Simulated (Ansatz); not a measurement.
# SiNH5 (SMILES [SiH3]N): B3LYP/def2-TZVP

Aim: the electronic atomisation energy of SiNH5 at B3LYP/def2-TZVP, from 4 runs. 

Program for the calculation: Ansatz 0.2.0.

55 further runs of the same task are left out: 55 set aside as unsound or not needed.

### Step 1. The molecule

SiNH5 has 7 atoms, charge 0, and is taken as a singlet. As SMILES, `[SiH3]N`. The shape is that of a PBE0-D4/def2-TZVP optimisation.

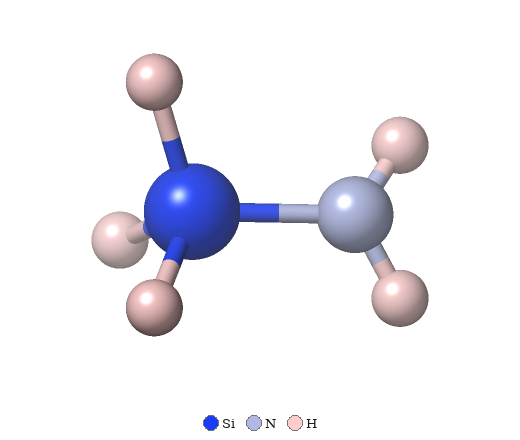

Viewed from a chosen angle; silicon blue, nitrogen light blue, hydrogen pink.

### Step 2. The energy at B3LYP/def2-TZVP

File job.yaml:

```yaml
crystal:
  periodic: [false, false, false]
  atoms:
    - symbol: Si
      position_ang: [-0.413010, -0.292700, -0.422350]
    - symbol: "N"
      position_ang: [0.611760, 0.348670, 0.801280]
    - symbol: H
      position_ang: [-0.018320, -1.706330, -0.653330]
    - symbol: H
      position_ang: [-1.813170, -0.217090, 0.068940]
    - symbol: H
      position_ang: [-0.367930, 0.402730, -1.743970]
    - symbol: H
      position_ang: [0.391580, 1.238230, 1.219480]
    - symbol: H
      position_ang: [1.609100, 0.226510, 0.729930]
basis:
  gaussian:
    orbitals: def2-TZVP
hamiltonian:
  xc: {name: B3LYP}
accuracy: high
output: {orbitals: {seedname: orbitals}}
```

Command:

```
ansatz run job.yaml --threads 1 --pin off --max-ram 3480MiB --events-out events.jsonl --progress --plain --runs-dir runs
```

What it wrote:

```text
Warning: RAYON_NUM_THREADS=1 ignored (pool sized by the plan → 1); use --threads N
Functional definition: B3LYP
  name "B3LYP"
  parameter a0 = 0.2
  parameter ax = 0.72
  parameter ac = 0.81
  exchange = (1 - a0 - ax)*slater_x + ax*b88_x + a0*exact_x
  correlation = (1 - ac)*vwn_rpa_c + ac*lyp_c
1820 factors; integrals over basis functions are off by at most 3.8e-9 eV
mean field evaluation 1: about -9444.3151 eV, gradient 6.2e1 eV
mean field evaluation 2: about -9431.9185 eV, gradient 9.1e1 eV
mean field evaluation 4: about -9451.2869 eV, gradient 1.4e0 eV
mean field evaluation 8: about -9451.2919 eV, gradient 8.7e-3 eV
mean field evaluation 16: about -9451.2919 eV, gradient 5.0e-7 eV
mean field -9451.29187689 eV, -347.3285701601 hartree, gradient 3.4e-8 eV, S^2 0.000000; 0 other end points of the search recorded, 0 dependent functions left out
reference -9451.29191555 eV, -347.3285715809 hartree; 13, 13 occupied and 85, 85 virtual orbitals, 1820 factors
Total energy: -9451.29191555 eV, -347.3285715809 hartree
```

Run time: 4.5 s. Hardware: 1 thread of Arm Neoverse V2, shared host; peak memory 0.24 GiB.

### Step 3. The H atom at the same level

File job.yaml:

```yaml
crystal:
  periodic: [false, false, false]
  atoms:
    - {symbol: H, position_ang: [0.000000, 0.000000, 0.000000]}
basis:
  gaussian:
    orbitals: def2-TZVP
magnetization:
  spin_polarized: true
  initial_magnetization: 1
hamiltonian:
  xc: {name: B3LYP}
accuracy: high
```

Command:

```
ansatz run job.yaml --threads 1 --pin off --max-ram 3480MiB --events-out events.jsonl --progress --plain --runs-dir runs
```

What it wrote:

```text
Warning: RAYON_NUM_THREADS=1 ignored (pool sized by the plan → 1); use --threads N
Functional definition: B3LYP
  name "B3LYP"
  parameter a0 = 0.2
  parameter ax = 0.72
  parameter ac = 0.81
  exchange = (1 - a0 - ax)*slater_x + ax*b88_x + a0*exact_x
  correlation = (1 - ac)*vwn_rpa_c + ac*lyp_c
21 factors; integrals over basis functions are off by at most 4.9e-8 eV
mean field evaluation 1: about -13.6647 eV, gradient 1.2e-1 eV
mean field evaluation 2: about -13.6641 eV, gradient 1.1e-1 eV
mean field evaluation 4: about -13.6643 eV, gradient 4.3e-4 eV
mean field evaluation 8: about -13.6643 eV, gradient 3.5e-10 eV
mean field -13.66428989 eV, -0.5021533915 hartree, gradient 1.2e-8 eV, S^2 0.750000; 0 other end points of the search recorded, 0 dependent functions left out
reference -13.66431255 eV, -0.5021542241 hartree; 1, 0 occupied and 5, 6 virtual orbitals, 21 factors
Total energy: -13.66431255 eV, -0.5021542241 hartree
```

Run time: 0.12 s. Hardware: 1 thread of Arm Neoverse V2, shared host.

### Step 4. The N atom, same level

File job.yaml:

```yaml
crystal:
  periodic: [false, false, false]
  atoms:
    - symbol: "N"
      position_ang: [0.000000, 0.000000, 0.000000]
basis:
  gaussian:
    orbitals: def2-TZVP
magnetization:
  spin_polarized: true
  initial_magnetization: 3
hamiltonian:
  xc: {name: B3LYP}
accuracy: high
```

Command:

```
ansatz run job.yaml --threads 1 --pin off --max-ram 3480MiB --events-out events.jsonl --progress --plain --runs-dir runs
```

What it wrote:

```text
Warning: RAYON_NUM_THREADS=1 ignored (pool sized by the plan → 1); use --threads N
Functional definition: B3LYP
  name "B3LYP"
  parameter a0 = 0.2
  parameter ax = 0.72
  parameter ac = 0.81
  exchange = (1 - a0 - ax)*slater_x + ax*b88_x + a0*exact_x
  correlation = (1 - ac)*vwn_rpa_c + ac*lyp_c
312 factors; integrals over basis functions are off by at most 3.3e-9 eV
mean field evaluation 1: about -1485.6507 eV, gradient 7.3e0 eV
mean field evaluation 2: about -1485.7577 eV, gradient 4.7e0 eV
mean field evaluation 4: about -1485.8498 eV, gradient 2.0e-1 eV
mean field evaluation 8: about -1485.8499 eV, gradient 3.7e-4 eV
mean field -1485.84990009 eV, -54.6039766830 hartree, gradient 9.4e-9 eV, S^2 3.753524; 0 other end points of the search recorded, 0 dependent functions left out
reference -1485.84991921 eV, -54.6039773857 hartree; 5, 2 occupied and 26, 29 virtual orbitals, 312 factors
Total energy: -1485.84991921 eV, -54.6039773857 hartree
```

Run time: 0.38 s. Hardware: 1 thread of Arm Neoverse V2, shared host.

### Step 5. The Si atom at the same level

File run.yaml:

```yaml
crystal:
  periodic: [false, false, false]
  atoms:
    - symbol: Si
      position_ang: [0.000000, 0.000000, 0.000000]
basis:
  gaussian:
    orbitals: def2-TZVP
magnetization:
  spin_polarized: true
  initial_magnetization: 2
hamiltonian:
  xc: {name: B3LYP}
accuracy: high
```

Command:

```
ansatz run run.yaml --threads 1 --pin off --max-ram 3480MiB --events-out events.jsonl --progress --plain --runs-dir runs
```

What it wrote:

```text
Warning: RAYON_NUM_THREADS=1 ignored (pool sized by the plan → 1); use --threads N
Functional definition: B3LYP
  name "B3LYP"
  parameter a0 = 0.2
  parameter ax = 0.72
  parameter ac = 0.81
  exchange = (1 - a0 - ax)*slater_x + ax*b88_x + a0*exact_x
  correlation = (1 - ac)*vwn_rpa_c + ac*lyp_c
365 factors; integrals over basis functions are off by at most 3.6e-9 eV
mean field evaluation 1: about -7874.6862 eV, gradient 2.8e0 eV
mean field evaluation 2: about -7874.7523 eV, gradient 1.4e0 eV
mean field evaluation 4: about -7874.7585 eV, gradient 3.3e-1 eV
mean field evaluation 8: about -7874.7590 eV, gradient 1.5e-3 eV
mean field evaluation 16: about -7874.7590 eV, gradient 3.1e-8 eV
mean field evaluation 32: about -7874.7590 eV, gradient 6.1e-8 eV
mean field -7874.75897856 eV, -289.3920547587 hartree, gradient 2.9e-8 eV, S^2 2.003923; 1 other end points of the search recorded, 0 dependent functions left out
reference -7874.75899989 eV, -289.3920555427 hartree; 8, 6 occupied and 29, 31 virtual orbitals, 365 factors
Total energy: -7874.75899989 eV, -289.3920555427 hartree
```

Wall time 1.7 s (1 thread of Arm Neoverse V2, shared host).

### Step 6. Summary of results

At B3LYP/def2-TZVP:

| quantity | value |
| --- | --- |
| molecule: total energy | -347.32857 Eh |
| molecule: HOMO energy | -7.18 eV |
| molecule: LUMO energy | 0.07 eV |
| molecule: HOMO–LUMO gap | 7.25 eV |
| H atom: total energy | -0.50215 Eh |
| H atom: ⟨S²⟩ | 0.750 |
| N atom: total energy | -54.60398 Eh |
| N atom: ⟨S²⟩ | 3.754 |
| Si atom: total energy | -289.39206 Eh |
| Si atom: ⟨S²⟩ | 2.004 |
| electronic atomisation energy | 22.361 eV |

What this shows: Taking the molecule apart into free atoms costs 22.36 eV (2158 kJ/mol), before zero-point energy and without spin-orbit coupling.
